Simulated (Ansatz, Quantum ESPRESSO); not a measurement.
# Hf2NS2 MXene, 1 layer against a metal electrode, part 2 of 5

How does the Fermi level of Hf2NS2 MXene, 1 layer move as charge is added against a counter-electrode?

Quantum ESPRESSO 7.5; plane-wave DFT, LDA, GBRV ultrasoft pseudopotentials; geometry by Ansatz 0.2.0 with PAW datasets.

So far: The starting structure; Relaxation with Ansatz.

**3. Self-consistent run: charge -0.0269 e**

ESM with bc3 puts vacuum below and a metal electrode at the cell's upper end, z = c/2, which holds the counter charge and sets the zero of potential. tot_charge counts missing electrons, so a negative value adds electrons. The energies and forces that the log prints for charged cells are not used here.

Level of this step: plane-wave DFT, LDA, GBRV ultrasoft pseudopotentials (Quantum ESPRESSO 7.5).

q0.in

```
&control
  prefix = 'q0'
  outdir = './out'
  pseudo_dir = './pseudo'
  calculation = 'scf'
  tprnfor = .true.
/
&system
  ibrav = 0
  nat = 5
  ntyp = 3
  ecutwfc = 40
  ecutrho = 200
  occupations = 'smearing'
  smearing = 'fd'
  degauss = 0.004
  assume_isolated = 'esm'
  esm_bc = 'bc3'
  tot_charge = -0.0269
/
&electrons
  conv_thr = 1e-08
  mixing_beta = 0.4
  electron_maxstep = 120
  mixing_mode = 'local-TF'
/
ATOMIC_SPECIES
  S   32.0600  s_lda_v1.4.uspp.F.UPF
  Hf  178.4900  hf_lda_v1.uspp.F.UPF
  N   14.0070  n_lda_v1.2.uspp.F.UPF
CELL_PARAMETERS angstrom
  3.41123591154135 0.00000000000000 0.00000000000000
  -1.70561795577067 2.95421695769657 -0.00000000000000
  0.00000000000000 -0.00000000000000 22.24844945020000
ATOMIC_POSITIONS crystal
  S   0.333333333333 0.666666666667 0.007414703576
  Hf  0.666666666667 0.333333333333 0.077306723476
  N   0.000000000000 -0.000000000000 0.134840855313
  Hf  0.333333333333 0.666666666667 0.192374995051
  S   0.666666666667 0.333333333333 0.262267011252
K_POINTS automatic
  24 24 1 0 0 0
```

On the command line:

```
OMP_NUM_THREADS=1 mpirun -n 4 pw.x -nk 4 -in q0.in > q0.out
```

Output:

```text
Program PWSCF v.7.5 starts
[citation notice left out]

     Parallel version (MPI & OpenMP), running on       4 processor cores
     Number of MPI processes:                 4
     Threads/MPI process:                     1

     MPI processes distributed on     1 nodes
[...]
Current dimensions of program PWSCF are:
     Max number of different atomic species (ntypx) = 10
     Max number of k-points (npk) =  40000
     Max angular momentum in pseudopotentials (lmaxx) =  4
     Message from routine setup:
     using ibrav=0 with symmetry is DISCOURAGED, use correct ibrav instead

     K-points division:     npool     =       4
     Subspace diagonalization in iterative solution of the eigenvalue problem:
     a serial algorithm will be used

     G-vector sticks info
     --------------------
     sticks:   dense  smooth     PW     G-vecs:    dense   smooth      PW
     Sum         583     451    139                72363    51523    8631

     Using Slab Decomposition

     bravais-lattice index     =            0
     lattice parameter (alat)  =       6.4463  a.u.
     unit-cell volume          =    1513.0403 (a.u.)^3
     number of atoms/cell      =            5
     number of atomic types    =            3
     number of electrons       =        41.03
     number of Kohn-Sham states=           25
     kinetic-energy cutoff     =      40.0000  Ry
     charge density cutoff     =     200.0000  Ry
     scf convergence threshold =      1.0E-08
     mixing beta               =       0.4000
     number of iterations used =            8  local-TF  mixing
     Exchange-correlation= SLA  PZ   NOGX NOGC
                           (   1   1   0   0   0   0   0)

     Effective Screening Medium Method
     =================================
     Boundary Conditions: Vacuum-Slab-Metal
     total charge in unit cell        =  -0.0269
     grid points for fit at edges     =        4

     celldm(1)=   6.446302  celldm(2)=   0.000000  celldm(3)=   0.000000
     celldm(4)=   0.000000  celldm(5)=   0.000000  celldm(6)=   0.000000

     crystal axes: (cart. coord. in units of alat)
               a(1) = (   1.000000   0.000000   0.000000 )
               a(2) = (  -0.500000   0.866025  -0.000000 )
               a(3) = (   0.000000  -0.000000   6.522108 )

     reciprocal axes: (cart. coord. in units 2 pi/alat)
               b(1) = (  1.000000  0.577350  0.000000 )
               b(2) = ( -0.000000  1.154701  0.000000 )
               b(3) = ( -0.000000  0.000000  0.153325 )

     PseudoPot. # 1 for S  read from file:
     ./pseudo/s_lda_v1.4.uspp.F.UPF
     Pseudo is Ultrasoft + core correction, Zval =  6.0
     Generated by new atomic code, or converted to UPF format
     Using radial grid of  907 points,  6 beta functions with:
                l(1) =   0
                l(2) =   0
                l(3) =   1
                l(4) =   1
                l(5) =   2
                l(6) =   2
     Q(r) pseudized with  8 coefficients,  rinner =    1.300   1.300   1.300
                                                       1.300   1.300

     PseudoPot. # 2 for Hf read from file:
     ./pseudo/hf_lda_v1.uspp.F.UPF
     Pseudo is Ultrasoft + core correction, Zval = 12.0
     Generated by new atomic code, or converted to UPF format
     Using radial grid of  921 points,  8 beta functions with:
                l(1) =   0
                l(2) =   0
                l(3) =   0
                l(4) =   1
                l(5) =   1
                l(6) =   2
                l(7) =   2
                l(8) =   3
     Q(r) pseudized with  6 coefficients,  rinner =    1.200   1.200   1.200
                                                       1.200   1.200   1.200
                                                       1.200

     PseudoPot. # 3 for N  read from file:
     ./pseudo/n_lda_v1.2.uspp.F.UPF
     Pseudo is Ultrasoft + core correction, Zval =  5.0
     Generated by new atomic code, or converted to UPF format
     Using radial grid of  729 points,  4 beta functions with:
                l(1) =   0
                l(2) =   0
                l(3) =   1
                l(4) =   1
     Q(r) pseudized with  8 coefficients,  rinner =    0.900   0.900   0.900

     atomic species   valence    mass     pseudopotential
     S                 6.00    32.06000     S ( 1.00)
     Hf               12.00   178.49000     Hf( 1.00)
     N                 5.00    14.00700     N ( 1.00)

      6 Sym. Ops. (no inversion) found

   Cartesian axes

     site n.     atom                  positions (alat units)
         1        S      tau(   1) = (  -0.0000000   0.5773503   0.0483595  )
         2        Hf     tau(   2) = (   0.5000000   0.2886751   0.5042028  )
         3        N      tau(   3) = (   0.0000000   0.0000000   0.8794466  )
         4        Hf     tau(   4) = (  -0.0000000   0.5773503   1.2546905  )
         5        S      tau(   5) = (   0.5000000   0.2886751   1.7105338  )

     number of k points=    61  Fermi-Dirac smearing, width (Ry)=  0.0040
                       cart. coord. in units 2pi/alat
        k(    1) = (   0.0000000   0.0000000   0.0000000), wk =   0.0034722
        k(    2) = (   0.0000000   0.0481125   0.0000000), wk =   0.0208333
        k(    3) = (   0.0000000   0.0962250   0.0000000), wk =   0.0208333
        k(    4) = (   0.0000000   0.1443376   0.0000000), wk =   0.0208333
        k(    5) = (   0.0000000   0.1924501   0.0000000), wk =   0.0208333
        k(    6) = (   0.0000000   0.2405626   0.0000000), wk =   0.0208333
        k(    7) = (   0.0000000   0.2886751   0.0000000), wk =   0.0208333
        k(    8) = (   0.0000000   0.3367877   0.0000000), wk =   0.0208333
        k(    9) = (   0.0000000   0.3849002   0.0000000), wk =   0.0208333
        k(   10) = (   0.0000000   0.4330127   0.0000000), wk =   0.0208333
[...]
k(   61) = (   0.3333333   0.5773503   0.0000000), wk =   0.0069444

     Dense  grid:    72363 G-vectors     FFT dimensions: (  30,  30, 192)

     Smooth grid:    51523 G-vectors     FFT dimensions: (  25,  25, 180)

     Estimated max dynamical RAM per process >     211.79 MB

     Estimated total dynamical RAM >     794.16 MB

     Check: negative core charge=   -0.000015

     Initial potential from superposition of free atoms

     starting charge      36.9999, renormalised to      41.0269

     negative rho (up, down):  2.321E-01 0.000E+00
     Starting wfcs are   38 randomized atomic wfcs

     total cpu time spent up to now is        2.8 secs

     per-process dynamical memory:   106.1 Mb

[...]
c_bands:  2 eigenvalues not converged
     c_bands:  1 eigenvalues not converged
     c_bands:  1 eigenvalues not converged
[...]
negative rho (up, down):  2.129E-01 0.000E+00

[...]
total energy              =    -386.10247027 Ry
     estimated scf accuracy    <       0.03957314 Ry

     iteration # 10     ecut=    40.00 Ry     beta= 0.40
[...]
c_bands:  1 eigenvalues not converged
[...]
negative rho (up, down):  2.135E-01 0.000E+00

[...]
total energy              =    -386.10130932 Ry
     estimated scf accuracy    <       0.00654888 Ry

     iteration # 11     ecut=    40.00 Ry     beta= 0.40
[...]
c_bands:  1 eigenvalues not converged
     c_bands:  1 eigenvalues not converged
     c_bands:  2 eigenvalues not converged
     c_bands:  2 eigenvalues not converged
     c_bands:  3 eigenvalues not converged
     c_bands:  1 eigenvalues not converged
     c_bands:  3 eigenvalues not converged
     c_bands:  1 eigenvalues not converged
     c_bands:  2 eigenvalues not converged
[...]
negative rho (up, down):  2.116E-01 0.000E+00

[...]
total energy              =    -386.10746161 Ry
     estimated scf accuracy    <       0.01208238 Ry

     iteration # 12     ecut=    40.00 Ry     beta= 0.40
[...]
c_bands:  1 eigenvalues not converged
     c_bands:  1 eigenvalues not converged
     c_bands:  1 eigenvalues not converged
[...]
negative rho (up, down):  2.129E-01 0.000E+00

[...]
total energy              =    -386.10705602 Ry
     estimated scf accuracy    <       0.01522912 Ry

     iteration # 13     ecut=    40.00 Ry     beta= 0.40
[...]
c_bands:  1 eigenvalues not converged
[...]
negative rho (up, down):  2.183E-01 0.000E+00

[...]
total energy              =    -386.10593008 Ry
     estimated scf accuracy    <       0.00968958 Ry

     iteration # 14     ecut=    40.00 Ry     beta= 0.40
[...]
c_bands:  1 eigenvalues not converged
[...]
negative rho (up, down):  2.120E-01 0.000E+00

[...]
total energy              =    -386.10591695 Ry
     estimated scf accuracy    <       0.00585723 Ry

[...]
iteration # 30     ecut=    40.00 Ry     beta= 0.40
[...]
c_bands:  1 eigenvalues not converged
[...]
negative rho (up, down):  2.199E-01 0.000E+00

[...]
total energy              =    -386.10456978 Ry
     estimated scf accuracy    <       0.00000054 Ry

     iteration # 31     ecut=    40.00 Ry     beta= 0.40
[...]
negative rho (up, down):  2.199E-01 0.000E+00

[...]
total energy              =    -386.10458438 Ry
     estimated scf accuracy    <       0.00000023 Ry

     iteration # 32     ecut=    40.00 Ry     beta= 0.40
[...]
negative rho (up, down):  2.199E-01 0.000E+00

[...]
total energy              =    -386.10456993 Ry
     estimated scf accuracy    <       0.00000382 Ry

     iteration # 33     ecut=    40.00 Ry     beta= 0.40
[...]
negative rho (up, down):  2.200E-01 0.000E+00

[...]
total energy              =    -386.10456818 Ry
     estimated scf accuracy    <       0.00000028 Ry

     iteration # 34     ecut=    40.00 Ry     beta= 0.40
[...]
negative rho (up, down):  2.199E-01 0.000E+00

[...]
total energy              =    -386.10457474 Ry
     estimated scf accuracy    <       0.00000030 Ry

     iteration # 35     ecut=    40.00 Ry     beta= 0.40
[...]
negative rho (up, down):  2.199E-01 0.000E+00

[...]
total energy              =    -386.10457377 Ry
     estimated scf accuracy    <       0.00000012 Ry

     iteration # 36     ecut=    40.00 Ry     beta= 0.40
[...]
negative rho (up, down):  2.199E-01 0.000E+00

[...]
total energy              =    -386.10457431 Ry
     estimated scf accuracy    <       0.00000001 Ry

     iteration # 37     ecut=    40.00 Ry     beta= 0.40
[...]
negative rho (up, down):  2.199E-01 0.000E+00

[...]
End of self-consistent calculation

          k = 0.0000 0.0000 0.0000 (  6541 PWs)   bands (ev):

   -66.0449 -66.0078 -34.9699 -34.6184 -34.6184 -34.5935 -34.5598 -34.5598
   -19.0917 -16.8720 -16.4293 -10.2116  -8.4685  -8.4685  -7.6989  -5.7811
    -5.5931  -5.5931  -4.4953  -4.4953  -3.1171  -3.1171  -2.8034  -1.7405
    -0.7669

          k = 0.0000 0.0481 0.0000 (  6541 PWs)   bands (ev):

   -66.0446 -66.0076 -34.9679 -34.6310 -34.6205 -34.5881 -34.5652 -34.5606
   -19.0725 -16.8559 -16.4294 -10.1815  -8.5479  -8.4600  -7.6012  -6.0440
    -5.5926  -5.4002  -4.6876  -4.5755  -3.1209  -3.0266  -2.7584  -1.6711
    -1.1661

          k = 0.0000 0.0962 0.0000 (  6509 PWs)   bands (ev):

   -66.0435 -66.0070 -34.9618 -34.6577 -34.6265 -34.5881 -34.5749 -34.5629
   -19.0170 -16.8088 -16.4285 -10.0931  -8.7118  -8.4361  -7.3878  -6.4099
    -5.5945  -5.2454  -5.1314  -4.7589  -3.2509  -2.8136  -2.5919  -1.5108
    -1.2051

          k = 0.0000 0.1443 0.0000 (  6499 PWs)   bands (ev):

   -66.0419 -66.0060 -34.9526 -34.6933 -34.6358 -34.6119 -34.5730 -34.5668
   -18.9309 -16.7339 -16.4222  -9.9528  -8.8832  -8.4019  -7.1604  -6.7662
    -5.6770  -5.6088  -5.2094  -4.9603  -3.4889  -2.5608  -2.3819  -1.4135
    -1.0892

          k = 0.0000 0.1925 0.0000 (  6511 PWs)   bands (ev):

   -66.0398 -66.0048 -34.9417 -34.7357 -34.6477 -34.6446 -34.5722 -34.5714
   -18.8235 -16.6365 -16.4034  -9.7747  -9.0356  -8.3651  -7.1814  -6.8828
    -6.2101  -5.6468  -5.3086  -5.1294  -3.7604  -2.3011  -2.1777  -1.4144
    -0.8633

          k = 0.0000 0.2406 0.0000 (  6507 PWs)   bands (ev):

   -66.0374 -66.0033 -34.9316 -34.7823 -34.6795 -34.6611 -34.5789 -34.5718
   -18.7070 -16.5252 -16.3618  -9.5946  -9.1533  -8.3341  -7.4569  -6.9223
    -6.5287  -5.7090  -5.5050  -5.2490  -4.0188  -2.0353  -1.9938  -1.4505
    -0.6272

[...]
the Fermi energy is    -3.7247 ev

!    total energy              =    -386.10457112 Ry
     estimated scf accuracy    <          6.4E-09 Ry
     smearing contrib. (-TS)   =      -0.00086276 Ry
     internal energy E=F+TS    =    -386.10370836 Ry

     The total energy is F=E-TS. E is the sum of the following terms:
     one-electron contribution =  -15652.25215367 Ry
     hartree contribution      =    7820.91670248 Ry
     xc contribution           =    -172.85497239 Ry
     ewald contribution        =    7618.08671523 Ry

     convergence has been achieved in  37 iterations

     negative rho (up, down):  2.199E-01 0.000E+00

     Forces acting on atoms (cartesian axes, Ry/au):

     atom    1 type  1   force =     0.00000000   -0.00000000    0.02337085
     atom    2 type  2   force =     0.00000000    0.00000000    0.00708026
     atom    3 type  3   force =     0.00000000    0.00000000    0.00113114
     atom    4 type  2   force =     0.00000000    0.00000000   -0.01025230
     atom    5 type  1   force =     0.00000000    0.00000000   -0.02114038

     Total force =     0.033906     Total SCF correction =     0.000146

[...]
=------------------------------------------------------------------------------=
   JOB DONE.
=------------------------------------------------------------------------------=
[...]
```

Wall time 4.1 min (4 MPI ranks of Arm Neoverse V1, shared host); peak memory 1 GiB; 17 min of CPU time.

Numbers from this step:

* Fermi energy: -3.725 eV
* vacuum line at the lower end of the cell, over the Fermi level: 5.847 eV
* slope of the potential above: -0.4835 eV/Å
* vacuum line at the upper end of the cell, over the Fermi level: 3.724 eV

The potential energy, planar mean oscillates, so the rows of the table below give means over windows of 2 Å about each position, cut where the curve ends. Its maxima inside the range that stand out by 2 % of the span (Å: eV): 0.9: -5.37, 2.4: -6.06, 3.6: -6.09, 5.1: -5.40, 7.7: 5.25. Its minima: 0.2: -11.3, 2.1: -6.70, 3.0: -9.40, 3.9: -6.72, 5.8: -11.4.

Electrostatic potential energy of an electron; zero at the Fermi level. The potential energy, planar mean by z; means over each step:

```csv
z (Å),"potential energy, planar mean (eV)"
-10,5.85
-8,5.85
-6,5.85
-4,5.85
-2,5.68
0,-4.63
2,-6.71
4,-6.74
6,-4.73
8,5.04
10,4.27
```

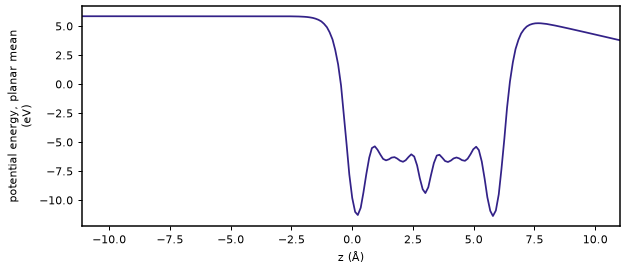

Potential energy, planar mean, plotted against z.

The run needed 37 iterations to bring the estimated error under 1e-08 Ry.

Inside the slab this potential holds the local part of the pseudopotentials, which can be repulsive at the nuclei; only its value in the vacuum has a meaning of its own.

Gauss's law asks for a slope of 180.95 q/A = -0.483 eV/Å in the gap; the run gives -0.484.

**4. Self-consistent run: charge -0.0134 e**

The charge is stepped; where the run before has converged, its density is the start.

q1.in is the input of step 3 with these lines changed:

```diff
@@ -1,3 +1,3 @@
 &control
-  prefix = 'q0'
+  prefix = 'q1'
   outdir = './out'
@@ -18,3 +18,3 @@
   esm_bc = 'bc3'
-  tot_charge = -0.0269
+  tot_charge = -0.0134
 /
@@ -25,2 +25,3 @@
   mixing_mode = 'local-TF'
+  startingpot = 'file'
 /
```

On the command line:

```
cp -r out/q0.save out/q1.save
OMP_NUM_THREADS=1 mpirun -n 4 pw.x -nk 4 -in q1.in > q1.out
```

Output:

```text
[banner, memory and clock lines left out]
Program PWSCF v.7.5 starts
[...]
Message from routine setup:
[...]
number of electrons       =        41.01
     number of Kohn-Sham states=           25
     kinetic-energy cutoff     =      40.0000  Ry
     charge density cutoff     =     200.0000  Ry
[...]
number of k points=    61  Fermi-Dirac smearing, width (Ry)=  0.0040
[...]
Dense  grid:    72363 G-vectors     FFT dimensions: (  30,  30, 192)
[...]
The initial density is read from file :
[...]
negative rho (up, down):  2.199E-01 0.000E+00
     Starting wfcs are   38 randomized atomic wfcs
[...]
negative rho (up, down):  2.199E-01 0.000E+00
[...]
estimated scf accuracy    <       0.02510916 Ry
[...]
negative rho (up, down):  2.205E-01 0.000E+00
[...]
estimated scf accuracy    <       0.01760494 Ry
[...]
negative rho (up, down):  2.202E-01 0.000E+00
[...]
estimated scf accuracy    <       0.00075558 Ry
[...]
negative rho (up, down):  2.200E-01 0.000E+00
[...]
estimated scf accuracy    <       0.00296836 Ry
[...]
negative rho (up, down):  2.198E-01 0.000E+00
[...]
estimated scf accuracy    <       0.00088427 Ry
[...]
negative rho (up, down):  2.198E-01 0.000E+00
[...]
estimated scf accuracy    <       0.00011211 Ry
[...]
negative rho (up, down):  2.198E-01 0.000E+00
[...]
estimated scf accuracy    <       0.00009089 Ry
[...]
negative rho (up, down):  2.198E-01 0.000E+00
[...]
estimated scf accuracy    <       0.00019449 Ry
[...]
negative rho (up, down):  2.198E-01 0.000E+00
[...]
estimated scf accuracy    <       0.00009792 Ry
[...]
negative rho (up, down):  2.198E-01 0.000E+00
[...]
estimated scf accuracy    <       0.00006570 Ry
[...]
negative rho (up, down):  2.198E-01 0.000E+00
[...]
estimated scf accuracy    <       0.00000689 Ry
[...]
negative rho (up, down):  2.198E-01 0.000E+00
[...]
estimated scf accuracy    <       0.00000816 Ry
[...]
negative rho (up, down):  2.199E-01 0.000E+00
[...]
estimated scf accuracy    <       0.00000760 Ry
[...]
negative rho (up, down):  2.199E-01 0.000E+00
[...]
estimated scf accuracy    <       0.00004736 Ry
[...]
negative rho (up, down):  2.199E-01 0.000E+00
[...]
estimated scf accuracy    <       0.00001597 Ry
[...]
negative rho (up, down):  2.199E-01 0.000E+00
[...]
estimated scf accuracy    <       0.00001064 Ry
[...]
negative rho (up, down):  2.199E-01 0.000E+00
[...]
estimated scf accuracy    <       0.00001600 Ry
[...]
negative rho (up, down):  2.198E-01 0.000E+00
[...]
estimated scf accuracy    <       0.00000927 Ry
[...]
negative rho (up, down):  2.199E-01 0.000E+00
[...]
estimated scf accuracy    <       0.00000146 Ry
[...]
negative rho (up, down):  2.199E-01 0.000E+00
[...]
estimated scf accuracy    <       0.00001676 Ry
[...]
negative rho (up, down):  2.199E-01 0.000E+00
[...]
estimated scf accuracy    <       0.00000264 Ry
[...]
negative rho (up, down):  2.199E-01 0.000E+00
[...]
estimated scf accuracy    <       0.00000078 Ry
[...]
negative rho (up, down):  2.200E-01 0.000E+00
[...]
estimated scf accuracy    <       0.00000019 Ry
[...]
negative rho (up, down):  2.200E-01 0.000E+00
[...]
estimated scf accuracy    <       0.00000036 Ry
[...]
negative rho (up, down):  2.200E-01 0.000E+00
[...]
estimated scf accuracy    <       0.00000009 Ry
[...]
negative rho (up, down):  2.200E-01 0.000E+00
[...]
the Fermi energy is    -4.7827 ev
!    total energy              =    -386.10033138 Ry
     estimated scf accuracy    <          4.3E-09 Ry
     smearing contrib. (-TS)   =      -0.00086239 Ry
     internal energy E=F+TS    =    -386.09946900 Ry
[...]
one-electron contribution =  -15649.08657060 Ry
     hartree contribution      =    7817.74729906 Ry
     xc contribution           =    -172.84691268 Ry
     ewald contribution        =    7618.08671523 Ry
     convergence has been achieved in  26 iterations
     negative rho (up, down):  2.200E-01 0.000E+00
[...]
Total force =     0.033877     Total SCF correction =     0.000257
[...]
```

Wall time 3.1 min (4 MPI ranks); peak memory 1 GiB.

Numbers from this step:

| Quantity | Value |
| --- | --- |
| Fermi energy | -4.783 eV |
| vacuum line at the lower end of the cell, over the Fermi level | 5.843 eV |
| slope of the potential above | -0.2408 eV/Å |
| vacuum line at the upper end of the cell, over the Fermi level | 4.783 eV |

The electrode's potential over the Fermi level goes from 3.724 to 4.783 eV, the far face's from 5.847 to 5.843 eV.

(Continued in part 3 of 5.)

[Logs are printed without paths, hosts, clocks, repeated set-up lines and the standing remarks that a program may print on its own settings, such as how far it seeks lower states.]

[Hosts, paths, dates, database ids (printed as entryN), source tags and the programs' standing remarks are cut or masked in the printed files.]

[Maps of the electrostatic potential energy from Ansatz leave out the sawtooth potential of an applied field or a dipole correction, so their vacuum need not be flat; planar profiles and work functions include it.]
